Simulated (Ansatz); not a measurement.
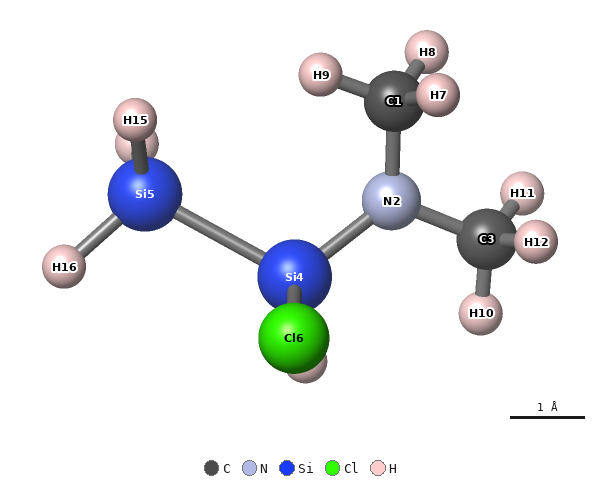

**Figure 1.** The input geometry of run 1 (ball-and-stick view, seen on its broad side; atoms are numbered from 1 in the order of the input).

**C$_{2}$H$_{10}$ClNSi$_{2}$: one change and its effect**

System: C$_{2}$H$_{10}$ClNSi$_{2}$, SMILES CN(C)[SiH]([SiH3])Cl.
Method of run 1: RKS wB97M-V/def2-SVP (Ansatz 0.2.0).

The geometry comes from this level: PBE0-D4/def2-TZVP. Text and figures count atoms from 1; the logs count them from 0 in places.

Input, run 1:
```yaml
crystal:
  periodic: [false, false, false]
  atoms:
    - {symbol: C, position_ang: [-0.235076, 0.351061, -1.547249]}
    - {symbol: N, position_ang: [0.063559, -0.596692, -0.499137]}
    - {symbol: C, position_ang: [0.438506, -1.901370, -0.996715]}
    - {symbol: Si, position_ang: [0.470899, -0.106486, 1.080604]}
    - {symbol: Si, position_ang: [-0.845291, 1.688991, 1.795230]}
    - {symbol: Cl, position_ang: [2.446311, 0.543940, 1.283687]}
    - {symbol: H, position_ang: [0.627171, 0.524540, -2.205393]}
    - {symbol: H, position_ang: [-1.063096, -0.012322, -2.167214]}
    - {symbol: H, position_ang: [-0.530490, 1.314858, -1.127020]}
    - {symbol: H, position_ang: [0.623923, -2.587122, -0.168113]}
    - {symbol: H, position_ang: [-0.367867, -2.321612, -1.609340]}
    - {symbol: H, position_ang: [1.345451, -1.861968, -1.615407]}
    - {symbol: H, position_ang: [0.377285, -1.308482, 1.944637]}
    - {symbol: H, position_ang: [-2.294235, 1.374055, 1.666305]}
    - {symbol: H, position_ang: [-0.545816, 2.902769, 0.988451]}
    - {symbol: H, position_ang: [-0.534232, 1.973239, 3.220875]}
basis:
  gaussian: {orbitals: def2-SVP}
hamiltonian: {xc: {name: wB97M-V}}
output: {orbitals: {seedname: orbitals}}
```

Hardware: 8 CPU threads, shared host.

Output (run 1):
```
Functional definition: wB97M-V
  parameter omega = 0.3/bohr
  parameter cx = 0.15
  parameter cx01 = 1.007
  parameter cx10 = 0.259
  parameter css00 = 0.443
  parameter css04 = -1.437
  parameter css10 = -4.535
  parameter css20 = -3.390
  parameter css43 = 4.278
  parameter cos00 = 1.000
  parameter cos10 = 1.358
  parameter cos20 = 2.924
  parameter cos21 = -8.812
  parameter cos60 = -1.390
  parameter cos61 = 9.142
  parameter b = 6.0
  parameter c = 0.01
  gx(w, u) = 1 - cx + cx01*u + cx10*w
  gss(w, u) = css00 + css04*u^4 + css10*w + css20*w^2 + css43*w^4*u^3
  gos(w, u) = cos00 + cos10*w + (cos20 + cos21*u)*w^2 + (cos60 + cos61*u)*w^6
  exchange = spin_sum(e_x_unif_sr(omega)*gx(b97_w, b97_u_x)) + cx*exact_x_sr(omega) + exact_x_lr(omega)
  correlation = spin_sum(e_c_pw_mod_same_spin*gss(b97_w, b97_u_same))
      + integral(e_c_pw_mod_opposite_spin*gos(b97_w_opposite, b97_u_opposite)) + vv10(b, c)
1666 factors; their error is unknown
465 factors; integrals over basis functions are off by at most 6.8e-6 eV
mean field evaluation 1: about -31987.5319 eV, gradient 3.8e1 eV
mean field evaluation 2: about -31988.2988 eV, gradient 3.5e1 eV
mean field evaluation 4: about -31990.9468 eV, gradient 1.6e0 eV
mean field evaluation 8: about -31990.9638 eV, gradient 4.7e-2 eV
mean field evaluation 16: about -31990.9952 eV, gradient 4.6e-5 eV
mean field -31990.99523041 eV, -1175.6473904420 hartree, gradient 4.6e-5 eV, S^2 0.000000; 0 other end points of the search recorded, 0 dependent functions left out
reference -31990.99528098 eV, -1175.6473923004 hartree; 37, 37 occupied and 109, 109 virtual orbitals, 1666 factors
Total energy: -31990.99528098 eV, -1175.6473923004 hartree
```

The input of run 2 differs as follows (lines with − go, lines with + come):
```diff
-  gaussian: {orbitals: def2-SVP}
+  gaussian: {orbitals: "def2-QZVPP.json"}
```

What does this change do to the results?

The total energy of run 2 is 353.0 kcal/mol lower, which measures the change of basis and not a stability. The HOMO goes from −9.05 to −9.17 eV. The LUMO goes from 2.09 to 1.44 eV. The basis functions go from 146 to 681.

Output (run 2):
```
Functional definition: wB97M-V
  parameter omega = 0.3/bohr
  parameter cx = 0.15
  parameter cx01 = 1.007
  parameter cx10 = 0.259
  parameter css00 = 0.443
  parameter css04 = -1.437
  parameter css10 = -4.535
  parameter css20 = -3.390
  parameter css43 = 4.278
  parameter cos00 = 1.000
  parameter cos10 = 1.358
  parameter cos20 = 2.924
  parameter cos21 = -8.812
  parameter cos60 = -1.390
  parameter cos61 = 9.142
  parameter b = 6.0
  parameter c = 0.01
  gx(w, u) = 1 - cx + cx01*u + cx10*w
  gss(w, u) = css00 + css04*u^4 + css10*w + css20*w^2 + css43*w^4*u^3
  gos(w, u) = cos00 + cos10*w + (cos20 + cos21*u)*w^2 + (cos60 + cos61*u)*w^6
  exchange = spin_sum(e_x_unif_sr(omega)*gx(b97_w, b97_u_x)) + cx*exact_x_sr(omega) + exact_x_lr(omega)
  correlation = spin_sum(e_c_pw_mod_same_spin*gss(b97_w, b97_u_same))
      + integral(e_c_pw_mod_opposite_spin*gos(b97_w_opposite, b97_u_opposite)) + vv10(b, c)
2221 factors; their error is unknown
550 factors; integrals over basis functions are off by at most 1.0e-5 eV
mean field evaluation 1: about -32000.4094 eV, gradient 5.2e1 eV
mean field evaluation 2: about -32000.6833 eV, gradient 5.2e1 eV
mean field evaluation 4: about -32006.2713 eV, gradient 2.5e0 eV
mean field evaluation 8: about -32006.2944 eV, gradient 1.2e-1 eV
mean field evaluation 16: about -32006.3023 eV, gradient 1.5e-4 eV
mean field -32006.30232693 eV, -1176.2099158638 hartree, gradient 4.1e-5 eV, S^2 0.000000; 0 other end points of the search recorded, 0 dependent functions left out
reference -32006.30240780 eV, -1176.2099188355 hartree; 37, 37 occupied and 644, 644 virtual orbitals, 2221 factors
Total energy: -32006.30240780 eV, -1176.2099188355 hartree
```

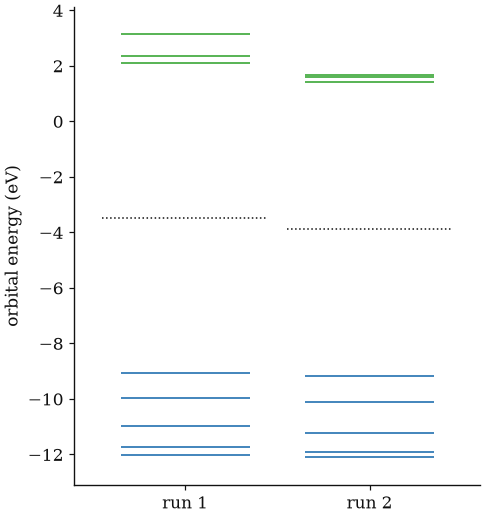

**Figure 2.** The five highest filled and three lowest empty orbital energies of the two runs; the dotted lines part filled from empty levels. The HOMO–LUMO gap is 11.14 eV in run 1 and 10.61 eV in run 2.

The two runs side by side:

| quantity | run 1 | run 2 |
| --- | --- | --- |
| outcome | converged | converged |
| total energy (hartree) | −1175.647392 | −1176.209919 |
| HOMO (eV) | −9.05 | −9.17 |
| LUMO (eV) | 2.09 | 1.44 |
| basis functions | 146 | 681 |
| wall time (shared host) | 8 s | 51 s |
